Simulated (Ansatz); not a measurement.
# FGaH with multiplicity 2: molecular dynamics

The plan is to follow the molecule's vibrations and see whether its bonds hold. The start is relaxed first. Runs: 40 steps of 4 fs under a Langevin thermostat at 400 K; 150 steps of 0.5 fs under a Langevin thermostat at 500 K. SMILES of the start: [F][GaH].

Method: UKS PBE-D4/def2-SVP, in Ansatz 0.2.0.

**1. Starting point**

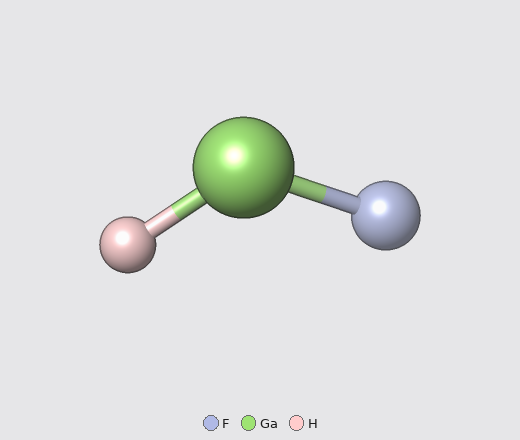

Start, viewed from a chosen angle; fluorine light blue, gallium green, hydrogen pink.

Structure file:

```xyz
3

F    -1.2173    0.4592   -0.6247
Ga    0.2781    0.4020    0.1987
H     0.9282   -0.9260    0.4127
```

**2. Preparing the start**

File input.yaml:

```yaml
crystal:
  periodic: [false, false, false]
  atoms:
    - { symbol: F, position_ang: [-1.2173, 0.4592, -0.6247] }
    - { symbol: Ga, position_ang: [0.2781, 0.402, 0.1987] }
    - { symbol: H, position_ang: [0.9282, -0.926, 0.4127] }
magnetization:
  spin_polarized: true
  initial_magnetization: 1
basis:
  gaussian: { orbitals: def2-SVP }
hamiltonian:
  xc: pbe
  dispersion: d4
relax:
  f_tol: 0.02
  max_steps: 40
```

Launch:

```sh
> ansatz run input.yaml --threads 1 --pin off --max-ram 2048MiB --backend cpu --events-out ev --progress --plain --runs-dir out
```

The program printed (excerpt; [...] marks lines left out):

```text
Warning: RAYON_NUM_THREADS=1 ignored (pool sized by the plan → 1); use --threads N
[...]
Functional definition: PBE
[...]
561 factors; their error is unknown
[...]
mean field -55091.30940114 eV, -2024.5682782612 hartree, gradient 1.4e-5 eV, S^2 0.752074; 0 other end points of the search recorded, 0 dependent functions left out
[...]
reference -55091.30943397 eV, -2024.5682794675 hartree; 21, 20 occupied and 30, 31 virtual orbitals, 561 factors
relax step   1: F+E_penalty+E_count = -55091.33580175 eV  Δ(F+E_penalty+E_count) = +0.000e0 eV  max|allowed force component| = 1.878e0 eV/Å  Δτ_max = 0.0000 Å  (27 SCF iters, accepted)
[...]
relax step   3: F+E_penalty+E_count = -55091.53971961 eV  Δ(F+E_penalty+E_count) = -4.117e-2 eV  max|allowed force component| = 8.220e-2 eV/Å  Δτ_max = 0.0478 Å  (27 SCF iters, accepted)
[...]
relax step   4: F+E_penalty+E_count = -55091.54048660 eV  Δ(F+E_penalty+E_count) = -7.670e-4 eV  max|allowed force component| = 1.766e-2 eV/Å  Δτ_max = 0.0177 Å  (25 SCF iters, accepted)
561 factors; their error is unknown
mean field -55091.51435125 eV, -2024.5758100387 hartree, gradient 2.7e-5 eV, S^2 0.753256; 1 other end points of the search recorded, 0 dependent functions left out
[...]
reference -55091.51438338 eV, -2024.5758112197 hartree; 21, 20 occupied and 30, 31 virtual orbitals, 561 factors
Total energy: -55091.54051874 eV, -2024.5767716764 hartree
Atom 0 at    -1.266029     0.456905    -0.651991 Å, force     0.007452    -0.008408     0.003206 eV/Å
Atom 1 at     0.293660     0.479117     0.215853 Å, force    -0.002653     0.017659     0.000479 eV/Å
Atom 2 at     0.961369    -1.000822     0.422838 Å, force    -0.004799    -0.009251    -0.003685 eV/Å
Dipole moment:     0.335310     0.026574     0.188982 e Å
```

Run time: 23 s. Hardware: 1 thread of AMD EPYC (Zen 3), shared host; peak memory 0.12 GiB.

Relaxation path:

| step | energy from step 1 (eV) | largest force component (eV/Å) |
| --- | --- | --- |
| 1 | 0.0000 | 1.8778 |
| 2 | -0.1627 | 0.8966 |
| 3 | -0.2039 | 0.0822 |
| 4 | -0.2047 | 0.0177 |

Step 1 is the start.

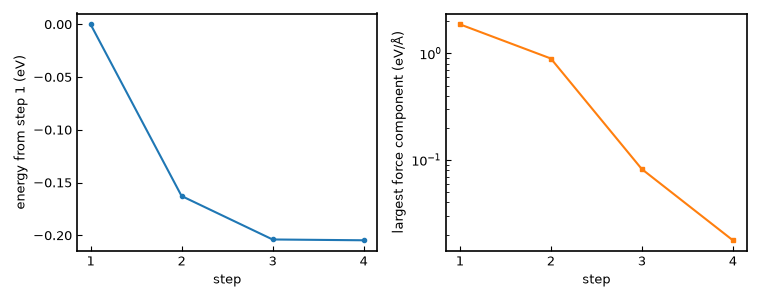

How energy and force went from step to step.

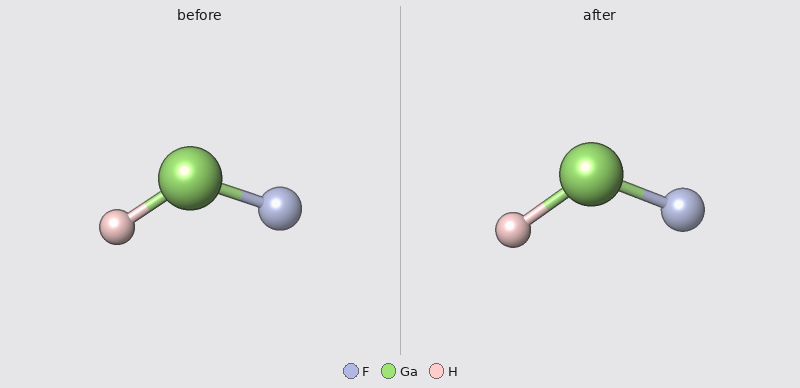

Before and after, at one scale.

After: Bond lengths: F1–Ga2 1.785 Å, Ga2–H3 1.637 Å. Angles: F1–Ga2–H3 114.0°.

**3. Run 1**

40 steps of 4 fs under a Langevin thermostat at 400 K, from the relaxed start.

File input.yaml:

```yaml
crystal:
  periodic: [false, false, false]
  atoms:
    - { symbol: F, position_ang: [-1.266029, 0.456905, -0.651991] }
    - { symbol: Ga, position_ang: [0.29366, 0.479117, 0.215853] }
    - { symbol: H, position_ang: [0.961369, -1.000822, 0.422838] }
magnetization:
  spin_polarized: true
  initial_magnetization: 1
basis:
  gaussian: { orbitals: def2-SVP }
hamiltonian:
  xc: pbe
  dispersion: d4
md:
  timestep: 4.0
  n_steps: 40
  ensemble: nvt_langevin
  temperature: 400.0
  initial_velocities: maxwell_boltzmann
  seed: 530477
  friction: 0.02
```

Launch:

```sh
> ansatz run input.yaml --threads 1 --pin off --max-ram 2048MiB --backend cpu --events-out ev --progress --plain --runs-dir out
```

The program printed (excerpt; [...] marks lines left out):

```text
Warning: RAYON_NUM_THREADS=1 ignored (pool sized by the plan → 1); use --threads N
[...]
[... 1 set-up line as earlier in the session ...]
[...]
561 factors; their error is unknown
[...]
mean field -55091.51435127 eV, -2024.5758100395 hartree, gradient 3.1e-5 eV, S^2 0.753256; 0 other end points of the search recorded, 0 dependent functions left out
[...]
reference -55091.51438338 eV, -2024.5758112195 hartree; 21, 20 occupied and 30, 31 virtual orbitals, 561 factors
md step     0: t =     0.00 fs  T =   266.7 K  F+E_penalty+E_count = -55091.54048663 eV  E_kin = 0.103408 eV  (28 SCF iters)
[...]
md step    10: t =    40.00 fs  T =   336.4 K  F+E_penalty+E_count = -55091.51822298 eV  E_kin = 0.130440 eV  (27 SCF iters, 7 dispersion substeps)
[...]
md step    20: t =    80.00 fs  T =   454.7 K  F+E_penalty+E_count = -55091.42732176 eV  E_kin = 0.176333 eV  (29 SCF iters, 7 dispersion substeps)
[...]
md step    30: t =   120.00 fs  T =   278.6 K  F+E_penalty+E_count = -55091.42501586 eV  E_kin = 0.108028 eV  (28 SCF iters, 9 dispersion substeps)
[...]
md step    39: t =   156.00 fs  T =   484.7 K  F+E_penalty+E_count = -55091.40530407 eV  E_kin = 0.187945 eV  (27 SCF iters, 9 dispersion substeps)
[...]
md step    40: t =   160.00 fs  T =   454.8 K  F+E_penalty+E_count = -55091.44858219 eV  E_kin = 0.176347 eV  (28 SCF iters, 9 dispersion substeps)
Total energy: -55091.44861480 eV, -2024.5733942690 hartree
Atom 0 at    -1.361231     0.359015    -0.270333 Å, force     0.450639     0.133160     0.430040 eV/Å
Atom 1 at     0.369726     0.701499     0.127554 Å, force    -0.294583    -0.177203    -0.950052 eV/Å
Atom 2 at     1.028289     1.003657     1.554065 Å, force    -0.156055     0.044042     0.520012 eV/Å
Dipole moment:     0.345059     0.076488     0.140270 e Å
```

It took 2.9 min on 1 thread of AMD EPYC (Zen 3), shared host; peak memory 0.12 GiB.

**4. What the atoms did**

One step in 3; energies are changes from step 0:

| time (fs) | T (K) | potential energy change (meV/atom) |
| --- | --- | --- |
| 0.0 | 267 | 0.0 |
| 12.0 | 209 | 14.5 |
| 24.0 | 251 | 21.2 |
| 36.0 | 410 | 3.6 |
| 48.0 | 216 | 31.8 |
| 60.0 | 225 | 22.9 |
| 72.0 | 557 | 10.2 |
| 84.0 | 389 | 53.8 |
| 96.0 | 696 | 27.6 |
| 108.0 | 528 | 17.4 |
| 120.0 | 279 | 38.5 |
| 132.0 | 607 | 19.4 |
| 144.0 | 821 | 31.7 |
| 156.0 | 485 | 45.1 |
| 160.0 | 455 | 30.6 |

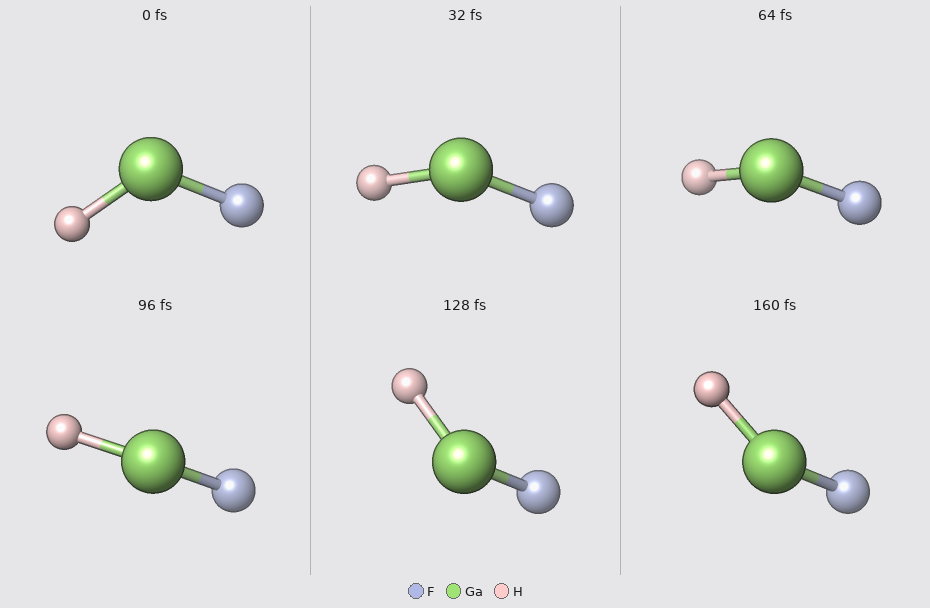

The system at six times, viewed from a chosen angle. Sticks join atoms within a bonding distance in each frame.

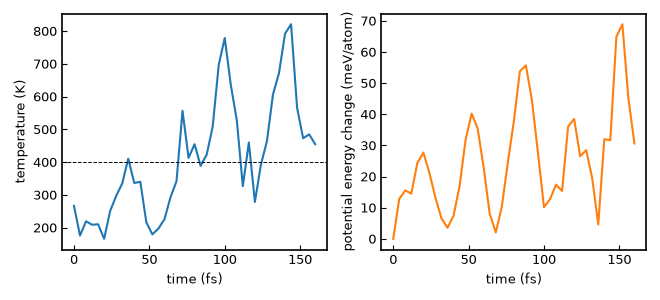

Time series of the run, each on its own scale. The dashed line is the set temperature.

**5. Snapshots as a file**

Extended XYZ, with forces in eV/Å:

```xyz
3
time_fs=20.0 T=166 dE=0.0831
F    -1.280    0.447   -0.602   -0.568   -0.312   -0.216
Ga    0.276    0.462    0.216    0.675    0.774    0.149
H     1.025   -0.760    0.940   -0.107   -0.462    0.068
3
time_fs=40.0 T=336 dE=0.0223
F    -1.377    0.373   -0.596    0.602    0.113    0.242
Ga    0.247    0.449    0.214   -0.737    0.090   -0.453
H     0.410   -0.827    1.181    0.134   -0.203    0.211
3
time_fs=60.0 T=225 dE=0.0687
F    -1.393    0.330   -0.533    0.203    0.259   -0.119
Ga    0.242    0.397    0.208   -0.518   -0.119   -0.152
H     0.150   -0.861    1.222    0.315   -0.139    0.271
3
time_fs=80.0 T=455 dE=0.1132
F    -1.373    0.334   -0.446   -0.890   -0.313   -0.115
Ga    0.246    0.402    0.212    1.286    0.417    0.197
H     0.981   -0.530    1.374   -0.396   -0.105   -0.082
3
time_fs=100.0 T=779 dE=0.0305
F    -1.422    0.251   -0.332   -0.211   -0.117    0.108
Ga    0.269    0.476    0.162    0.480    0.102    0.066
H     0.861   -0.109    1.607   -0.270    0.014   -0.174
3
time_fs=120.0 T=279 dE=0.1155
F    -1.430    0.219   -0.280    0.506    0.129   -0.272
Ga    0.302    0.532    0.154   -0.891   -0.160   -0.242
H     0.145    0.352    1.737    0.385    0.031    0.514
3
time_fs=140.0 T=792 dE=0.0960
F    -1.352    0.280   -0.325   -0.318   -0.034    0.159
Ga    0.330    0.592    0.135    0.205   -0.105   -1.372
H     0.805    0.812    1.579    0.113    0.139    1.213
3
time_fs=160.0 T=455 dE=0.0919
F    -1.361    0.359   -0.270    0.451    0.133    0.430
Ga    0.370    0.702    0.128   -0.295   -0.177   -0.950
H     1.028    1.004    1.554   -0.156    0.044    0.520
```

On run 1: Against a set 400 K the second half averages 534 K with a spread of 148 K. A step of 4 fs is long for atoms as light as 1 u, and this run prints no conserved energy by which to check it. The bonding pattern survives the run.

**6. Run 2**

150 steps of 0.5 fs under a Langevin thermostat at 500 K, from the relaxed start.

Edit input.yaml of step 3 so:

```diff
@@ -15,8 +15,8 @@
 md:
-  timestep: 4.0
-  n_steps: 40
+  timestep: 0.5
+  n_steps: 150
   ensemble: nvt_langevin
-  temperature: 400.0
+  temperature: 500.0
   initial_velocities: maxwell_boltzmann
-  seed: 530477
-  friction: 0.02
+  seed: 447215
+  friction: 0.01
```

Launch:

```sh
> ansatz run input.yaml --threads 1 --pin off --max-ram 2048MiB --backend cpu --events-out ev --progress --plain --runs-dir out
```

The program printed (excerpt; [...] marks lines left out):

```text
Warning: RAYON_NUM_THREADS=1 ignored (pool sized by the plan → 1); use --threads N
[...]
[... 1 set-up line as earlier in the session ...]
[...]
561 factors; their error is unknown
[...]
mean field -55091.51435127 eV, -2024.5758100395 hartree, gradient 3.1e-5 eV, S^2 0.753256; 0 other end points of the search recorded, 0 dependent functions left out
[...]
reference -55091.51438338 eV, -2024.5758112195 hartree; 21, 20 occupied and 30, 31 virtual orbitals, 561 factors
md step     0: t =     0.00 fs  T =   333.3 K  F+E_penalty+E_count = -55091.54048663 eV  E_kin = 0.129260 eV  (28 SCF iters)
[...]
md step    20: t =    10.00 fs  T =   221.6 K  F+E_penalty+E_count = -55091.49707460 eV  E_kin = 0.085947 eV  (22 SCF iters)
[...]
md step    40: t =    20.00 fs  T =   215.4 K  F+E_penalty+E_count = -55091.49056466 eV  E_kin = 0.083514 eV  (25 SCF iters)
[...]
md step    60: t =    30.00 fs  T =   382.8 K  F+E_penalty+E_count = -55091.53430378 eV  E_kin = 0.148449 eV  (28 SCF iters)
[...]
md step    79: t =    39.50 fs  T =   344.7 K  F+E_penalty+E_count = -55091.49192821 eV  E_kin = 0.133668 eV  (21 SCF iters)
md step    80: t =    40.00 fs  T =   325.8 K  F+E_penalty+E_count = -55091.48936117 eV  E_kin = 0.126327 eV  (24 SCF iters)
```

**7. More of the same log: dynamics from the start**

Output, continued (excerpt; [...] marks lines left out):

```text
md step    81: t =    40.50 fs  T =   346.8 K  F+E_penalty+E_count = -55091.48654854 eV  E_kin = 0.134499 eV  (24 SCF iters)
[...]
md step    98: t =    49.00 fs  T =   531.5 K  F+E_penalty+E_count = -55091.50792113 eV  E_kin = 0.206103 eV  (28 SCF iters)
[...]
md step   115: t =    57.50 fs  T =   639.8 K  F+E_penalty+E_count = -55091.51700149 eV  E_kin = 0.248112 eV  (26 SCF iters, 3 dispersion substeps)
[...]
md step   132: t =    66.00 fs  T =   362.2 K  F+E_penalty+E_count = -55091.48373662 eV  E_kin = 0.140441 eV  (21 SCF iters, 3 dispersion substeps)
[...]
md step   149: t =    74.50 fs  T =   325.2 K  F+E_penalty+E_count = -55091.50408820 eV  E_kin = 0.126105 eV  (20 SCF iters, 3 dispersion substeps)
[...]
md step   150: t =    75.00 fs  T =   321.4 K  F+E_penalty+E_count = -55091.50491021 eV  E_kin = 0.124636 eV  (29 SCF iters, 3 dispersion substeps)
Total energy: -55091.50494201 eV, -2024.5754642557 hartree
Atom 0 at    -1.201823     0.175149    -0.559467 Å, force    -0.069442    -0.056331     0.172512 eV/Å
Atom 1 at     0.367505     0.434071     0.257040 Å, force     0.139836     0.161534    -0.571036 eV/Å
Atom 2 at     1.403235     0.981575    -0.955205 Å, force    -0.070394    -0.105203     0.398524 eV/Å
Dipole moment:     0.331618     0.039405     0.243716 e Å
```

Run time: 8.5 min. Hardware: 1 thread of AMD EPYC (Zen 3), shared host; peak memory 0.12 GiB.

**8. Frames and traces**

One step in 8; energies are changes from step 0:

| time (fs) | T (K) | potential energy change (meV/atom) |
| --- | --- | --- |
| 0.0 | 333 | 0.0 |
| 4.0 | 274 | 3.2 |
| 8.0 | 248 | 10.7 |
| 12.0 | 216 | 17.2 |
| 16.0 | 293 | 18.4 |
| 20.0 | 215 | 16.6 |
| 24.0 | 384 | 9.0 |
| 28.0 | 414 | 2.9 |
| 32.0 | 403 | 3.2 |
| 36.0 | 230 | 9.5 |
| 40.0 | 326 | 17.0 |
| 44.0 | 370 | 20.6 |
| 48.0 | 522 | 14.2 |
| 52.0 | 681 | 4.6 |
| 56.0 | 545 | 8.4 |
| 60.0 | 618 | 6.5 |
| 64.0 | 410 | 13.6 |
| 68.0 | 425 | 18.1 |
| 72.0 | 337 | 12.2 |
| 75.0 | 321 | 11.9 |

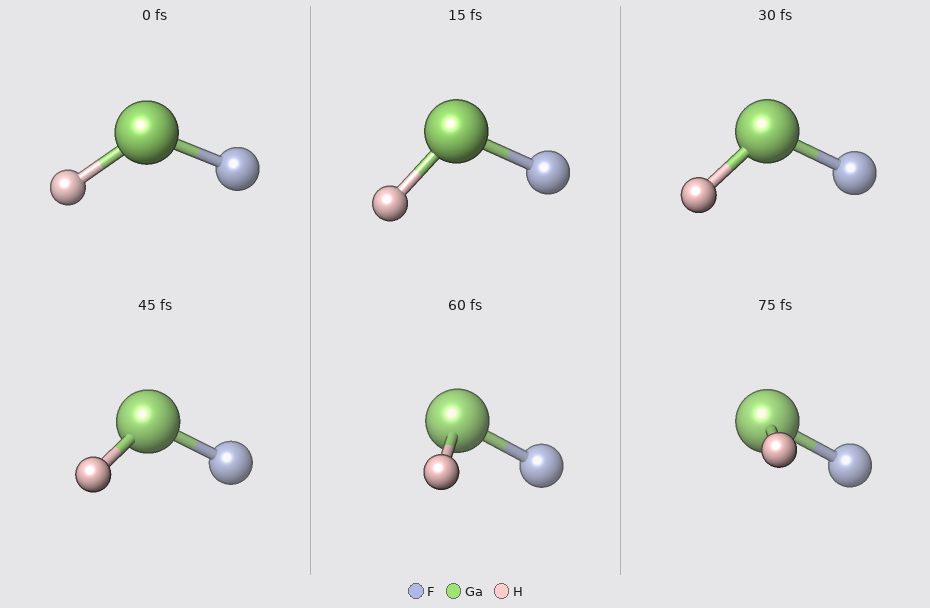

The system at six times, viewed from a chosen angle. Sticks join atoms within a bonding distance in each frame.

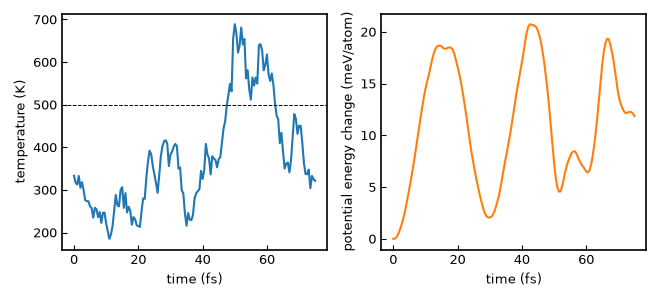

Time series of the run, each on its own scale. The dashed line is the set temperature.

**9. Positions and forces**

Extended XYZ, with forces in eV/Å:

```xyz
3
time_fs=9.5 T=247 dE=0.0410
F    -1.295    0.417   -0.670    0.716    0.197    0.453
Ga    0.300    0.491    0.223   -0.898   -0.183   -0.547
H     0.946   -1.002    0.100    0.181   -0.015    0.094
3
time_fs=19.0 T=231 dE=0.0536
F    -1.304    0.390   -0.688    1.070    0.159    0.654
Ga    0.304    0.501    0.222   -1.056   -0.332   -0.748
H     1.193   -0.861   -0.099   -0.014    0.174    0.093
3
time_fs=28.0 T=414 dE=0.0088
F    -1.274    0.359   -0.672    0.470    0.000    0.228
Ga    0.299    0.499    0.209   -0.352   -0.059   -0.221
H     1.443   -0.625   -0.181   -0.118    0.059   -0.008
3
time_fs=37.5 T=281 dE=0.0372
F    -1.229    0.323   -0.634   -0.824   -0.193   -0.583
Ga    0.289    0.487    0.208    1.069    0.152    0.636
H     1.618   -0.378   -0.283   -0.244    0.041   -0.053
3
time_fs=47.0 T=461 dE=0.0507
F    -1.222    0.286   -0.598   -1.079   -0.203   -0.730
Ga    0.292    0.472    0.226    0.881    0.360    0.990
H     1.645   -0.060   -0.451    0.198   -0.157   -0.260
3
time_fs=56.0 T=545 dE=0.0253
F    -1.240    0.243   -0.592   -0.150   -0.012   -0.042
Ga    0.313    0.462    0.248    0.580   -0.065   -0.345
H     1.646    0.255   -0.809   -0.431    0.077    0.387
3
time_fs=65.5 T=350 dE=0.0544
F    -1.229    0.193   -0.598    0.303    0.051    0.418
Ga    0.344    0.451    0.260   -0.894   -0.145   -0.142
H     1.400    0.617   -0.909    0.591    0.094   -0.277
3
time_fs=75.0 T=321 dE=0.0356
F    -1.202    0.175   -0.559   -0.069   -0.056    0.172
Ga    0.367    0.434    0.257    0.140    0.162   -0.571
H     1.403    0.982   -0.955   -0.070   -0.105    0.399
```

Reading of run 2. Against a set 500 K the second half averages 463 K with a spread of 116 K. No bond forms or breaks.

**10. Outcome**

```
                               quantity                                    value
                relaxation of the start                  3 moves, 0.205 eV lower
                          run 1: length                         40 steps of 4 fs
run 1: temperature, first and last step                            267 and 455 K
        run 1: temperature, second half            mean 534 K, from 279 to 821 K
   run 1: potential energy, second half  +33 meV/atom from this run's first step
          run 1: bonds formed or broken                                        0
                          run 2: length                      150 steps of 0.5 fs
run 2: temperature, first and last step                            333 and 321 K
        run 2: temperature, second half            mean 463 K, from 281 to 689 K
   run 2: potential energy, second half  +13 meV/atom from this run's first step
          run 2: bonds formed or broken                                        0
```

What this shows: Mean temperatures of the second halves: 534 K, 463 K. No bond formed or broke in any run. A run of 75 fs with 3 atoms shows the motion but fixes no equilibrium value. The nuclei move classically, without zero-point motion, which matters most for hydrogen.
